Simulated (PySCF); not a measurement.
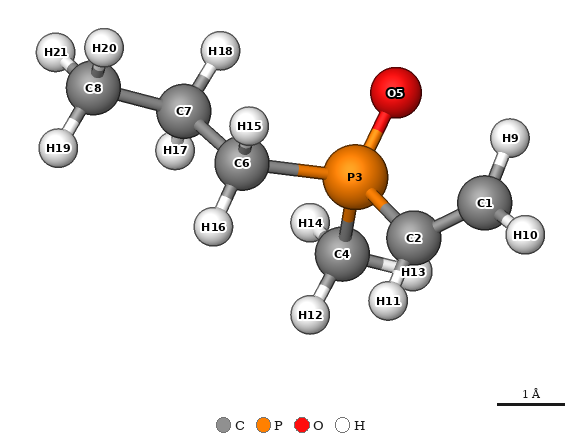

This is the input geometry for a relaxation of C₆H₁₃OP. A ball-and-stick model, seen from a free direction.

The start comes from GFN2-xTB. Its atoms were then displaced at random by about 0.01 Å.

Computed with PySCF, PBE0-D3(BJ)/def2-SVP geometry optimisation, gas phase.

```xyz
21

C    -2.7784    1.9251   -0.2365
C    -2.0946    0.9284   -0.6959
P    -0.9553    0.0936    0.4238
C    -1.3777   -1.6728    0.3237
O    -0.9383    0.6145    1.7920
C     0.6939    0.2392   -0.4161
C     1.7825   -0.4307    0.4376
C     3.1855   -0.1800   -0.1239
H    -2.6877    2.2637    0.8065
H    -3.5028    2.4983   -0.8381
H    -2.1682    0.5748   -1.7027
H    -1.3496   -2.0543   -0.6815
H    -2.4575   -1.7541    0.6923
H    -0.7692   -2.2433    0.9856
H     0.8978    1.2943   -0.5097
H     0.6523   -0.1862   -1.4055
H     1.5872   -1.4928    0.4889
H     1.6935   -0.0224    1.4571
H     3.2538   -0.5920   -1.1258
H     3.3612    0.8871   -0.1461
H     3.9005   -0.6680    0.4972
```

> Predict the outcome.

The largest move after the best rigid fit is that of H12, 0.14 Å. By element the largest moves are H 0.14 Å, C 0.08 Å, P 0.04 Å, O 0.03 Å. Near-neighbour distances that change, for instance: C4–H13 1.144 → 1.099 Å, C1–C2 1.293 → 1.335 Å, P3–O5 1.464 → 1.500 Å, C4–H14 1.065 → 1.100 Å. Bond angles that change, for instance: H9–C1–H10 114.3° → 118.4°, H20–C8–H21 110.8° → 107.6°, H19–C8–H20 110.2° → 107.5°. After 8 geometry steps the energy has fallen by 6.78 kcal/mol.

Final geometry:

```xyz
21

C    -2.7667    1.9733   -0.2114
C    -2.0868    0.9326   -0.6971
P    -0.9543    0.0575    0.4103
C    -1.4487   -1.6885    0.2974
O    -0.9609    0.6063    1.8064
C     0.6773    0.1706   -0.4015
C     1.7933   -0.4070    0.4626
C     3.1784   -0.1512   -0.1099
H    -2.6298    2.2638    0.8363
H    -3.4642    2.5512   -0.8254
H    -2.1968    0.6068   -1.7387
H    -1.4693   -2.0423   -0.7441
H    -2.4492   -1.7872    0.7418
H    -0.7461   -2.3012    0.8810
H     0.8442    1.2490   -0.5671
H     0.6341   -0.3057   -1.3968
H     1.6408   -1.4927    0.5915
H     1.7061    0.0325    1.4696
H     3.2916   -0.6015   -1.1092
H     3.3728    0.9286   -0.2096
H     3.9630   -0.5725    0.5370
```

After the run, drawn alike:

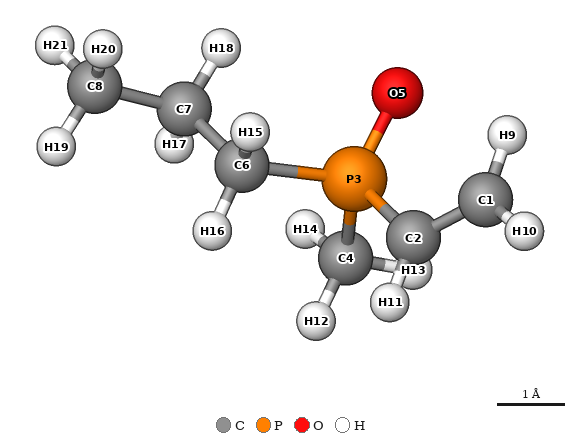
